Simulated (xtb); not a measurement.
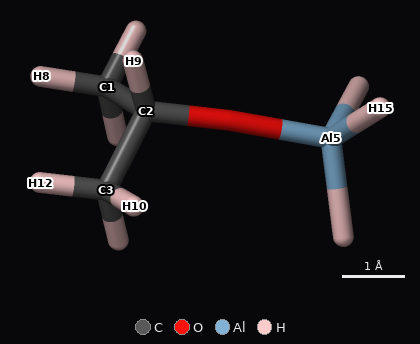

Figure 1. The structure as given in the input (stick view, seen at a tilt; atoms are numbered from 1 in the order of the input). Sticks mark near contacts.

## Frequency calculation of C₃H₁₀AlO (charge −1) (part 1 of 2)

The run: frequency calculation of C₃H₁₀AlO, charge −1, SMILES CC(C)[O][AlH3-]. Method and program: GFN2-xTB (xtb 6.7.1).

The geometry was optimised with GFN2-xTB.

### The input (struc.xyz)
```
15

C     -0.87301900    -1.51581300     0.04535800
C     -0.20159400    -0.28628200     0.67644800
C      1.24628500    -0.62509200     1.06328400
O     -0.24213100     0.78107000    -0.17363700
Al    -0.21953200     2.02199600    -1.32476000
H     -1.89258400    -1.26204500    -0.23354400
H     -0.33224200    -1.79087800    -0.85705900
H     -0.88319500    -2.35798400     0.73802100
H     -0.75299300    -0.04081500     1.60903800
H      1.70744300     0.24508800     1.52366800
H      1.80459900    -0.86918500     0.16268900
H      1.28195100    -1.46570300     1.75696600
H      1.21384100     1.98636300    -2.08559200
H     -1.43465300     1.75743700    -2.36605800
H     -0.42217500     3.42183400    -0.53483300
```

### File .CHRG
```
-1
```

### File .UHF
```
0
```

### File detailed.inp
```
$hess
   sccacc=30
$end
```

Command:
```bash
xtb --input detailed.inp --hess -P 1 -- struc.xyz > struc.out
```

### What the program printed
```
* xtb version 6.7.1
   ID    Z sym.   atoms
    1    6 C      1-3
    2    8 O      4
    3   13 Al     5
    4    1 H      6-15

           -------------------------------------------------
          |                Calculation Setup                |
           -------------------------------------------------

          program call               : xtb --input detailed.inp --hess -P 1 -- struc.xyz
          coordinate file            : struc.xyz
          omp threads                :                     1

           -------------------------------------------------
          |                 G F N 2 - x T B                 |
           -------------------------------------------------

      * Hamiltonian:
        H0-scaling (s, p, d)           1.850000    2.230000    2.230000
        zeta-weighting                 0.500000
      * Dispersion:
        s8                             2.700000
        a1                             0.520000
        a2                             5.000000
        s9                             5.000000
      * Repulsion:
        kExp                           1.500000    1.000000
        rExp                           1.000000
      * Coulomb:
        alpha                          2.000000
        third order                    shell-resolved
        anisotropic                    true
        a3                             3.000000
        a5                             4.000000
        cn-shift                       1.200000
        cn-exp                         4.000000
        max-rad                        5.000000

          ...................................................
          :                      SETUP                      :
          :.................................................:
          :  # basis functions                  36          :
          :  # atomic orbitals                  35          :
          :  # shells                           21          :
          :  # electrons                        32          :
          :  max. iterations                   250          :
          :  Hamiltonian                  GFN2-xTB          :
          :  restarted?                      false          :
          :  GBSA solvation                  false          :
          :  PC potential                    false          :
          :  electronic temp.          300.0000000     K    :
          :  accuracy                    1.0000000          :
          :  -> integral cutoff          0.2500000E+02      :
          :  -> integral neglect         0.1000000E-07      :
          :  -> SCF convergence          0.1000000E-05 Eh   :
          :  -> wf. convergence          0.1000000E-03 e    :
          :  Broyden damping             0.4000000          :
          :  net charge                         -1          :
          :  unpaired electrons                  0          :
          ...................................................

 iter      E             dE          RMSdq      gap      omega  full diag
   1    -16.9628944 -0.169629E+02  0.597E+00    5.16       0.0  T
   2    -17.1200996 -0.157205E+00  0.543E+00    6.99       1.0  T
   3    -17.1375799 -0.174803E-01  0.374E+00    7.14       1.0  T
   4    -17.1441551 -0.657517E-02  0.145E+00    7.33       1.0  T
   5    -17.1451995 -0.104444E-02  0.578E-01    7.44       1.0  T
   6    -17.1454306 -0.231079E-03  0.127E-01    7.38       1.0  T
   7    -17.1454641 -0.334399E-04  0.414E-02    7.37       1.0  T
   8    -17.1454647 -0.639969E-06  0.244E-02    7.37       1.1  T
   9    -17.1454651 -0.418768E-06  0.426E-03    7.37       6.1  T
  10    -17.1454653 -0.157660E-06  0.199E-03    7.37      13.0  T
  11    -17.1454653 -0.286827E-07  0.454E-04    7.37      56.9  T
  12    -17.1454653 -0.939753E-09  0.111E-04    7.37     232.1  T

   *** convergence criteria satisfied after 12 iterations ***

         #    Occupation            Energy/Eh            Energy/eV
      -------------------------------------------------------------
         1        2.0000           -0.5086233             -13.8403
       ...           ...                  ...                  ...
        10        2.0000           -0.3237754              -8.8104
        11        2.0000           -0.3236601              -8.8072
        12        2.0000           -0.2534559              -6.8969
        13        2.0000           -0.2440318              -6.6404
        14        2.0000           -0.2412054              -6.5635
        15        2.0000           -0.1824073              -4.9636
        16        2.0000           -0.1820192              -4.9530 (HOMO)
        17                          0.0888122               2.4167 (LUMO)
        18                          0.0895770               2.4375
        19                          0.0905409               2.4637
        20                          0.1823044               4.9608
        21                          0.1942261               5.2852
       ...                                ...                  ...
        35                          1.1177918              30.4167
      -------------------------------------------------------------
                  HL-Gap            0.2708313 Eh            7.3697 eV
             Fermi-level           -0.0466035 Eh           -1.2681 eV

 SCC (total)                   0 d,  0 h,  0 min,  0.013 sec
 SCC setup                      ...        0 min,  0.000 sec (  0.954%)
 Dispersion                     ...        0 min,  0.000 sec (  0.701%)
 classical contributions        ...        0 min,  0.000 sec (  0.226%)
 integral evaluation            ...        0 min,  0.002 sec ( 13.633%)
 iterations                     ...        0 min,  0.006 sec ( 50.551%)
 molecular gradient             ...        0 min,  0.004 sec ( 32.259%)
 printout                       ...        0 min,  0.000 sec (  1.573%)

         :::::::::::::::::::::::::::::::::::::::::::::::::::::
         ::                     SUMMARY                     ::
         :::::::::::::::::::::::::::::::::::::::::::::::::::::
         :: total energy             -16.969058710510 Eh    ::
         :: gradient norm              0.000059913892 Eh/a0 ::
         :: HOMO-LUMO gap              7.369696010993 eV    ::
         ::.................................................::
         :: SCC energy               -17.145443417001 Eh    ::
         :: -> isotropic ES            0.168465674400 Eh    ::
         :: -> anisotropic ES          0.015581603317 Eh    ::
         :: -> anisotropic XC          0.002642580313 Eh    ::
         :: -> dispersion             -0.011134848103 Eh    ::
         :: repulsion energy           0.176384706491 Eh    ::
         :: add. restraining           0.000000000000 Eh    ::
         :: total charge              -1.000000000000 e     ::
         :::::::::::::::::::::::::::::::::::::::::::::::::::::

           -------------------------------------------------
          |                Numerical Hessian                |
           -------------------------------------------------
step length          :   0.00500
SCC accuracy         :  30.00000
Hessian scale factor :   1.00000
frozen atoms in %    :   0.00000    0
RMS gradient         :   0.00006
estimated CPU  time      0.01 min

writing file <hessian>.

 projected vibrational frequencies (cm⁻¹)
eigval :       -0.00    -0.00    -0.00     0.00     0.00     0.00
eigval :       30.61    96.15   111.73   182.72   225.71   326.08
eigval :      428.58   464.15   511.52   520.84   580.71   782.89
eigval :      784.69   845.76   887.41   923.34   956.99  1047.81
eigval :     1124.64  1156.48  1235.40  1322.74  1332.76  1372.25
eigval :     1376.83  1380.46  1388.76  1476.52  1484.32  1487.50
eigval :     1497.23  1507.68  2722.71  2975.55  2984.56  3027.21
eigval :     3032.85  3035.76  3036.21
           -------------------------------------------------
          |                Property Printout                |
           -------------------------------------------------

    * Orbital Energies and Occupations

         #    Occupation            Energy/Eh            Energy/eV
      -------------------------------------------------------------
         1        2.0000           -0.5086229             -13.8403
       ...           ...                  ...                  ...
         4        2.0000           -0.4287423             -11.6667
         5        2.0000           -0.3921685             -10.6714
         6        2.0000           -0.3770677             -10.2605
         7        2.0000           -0.3699205             -10.0660
         8        2.0000           -0.3441565              -9.3650
         9        2.0000           -0.3363810              -9.1534
        10        2.0000           -0.3237751              -8.8104
        11        2.0000           -0.3236598              -8.8072
        12        2.0000           -0.2534538              -6.8968
        13        2.0000           -0.2440317              -6.6404
        14        2.0000           -0.2412053              -6.5635
        15        2.0000           -0.1824067              -4.9635
        16        2.0000           -0.1820186              -4.9530 (HOMO)
        17                          0.0888136               2.4167 (LUMO)
        18                          0.0895784               2.4376
        19                          0.0905422               2.4638
        20                          0.1823055               4.9608
        21                          0.1942273               5.2852
        22                          0.2355837               6.4106
        23                          0.2405734               6.5463
        24                          0.2770355               7.5385
        25                          0.2800923               7.6217
        26                          0.3081976               8.3865
        27                          0.3275945               8.9143
       ...                                ...                  ...
        35                          1.1177931              30.4167
      -------------------------------------------------------------
                  HL-Gap            0.2708322 Eh            7.3697 eV
             Fermi-level           -0.0466025 Eh           -1.2681 eV
```
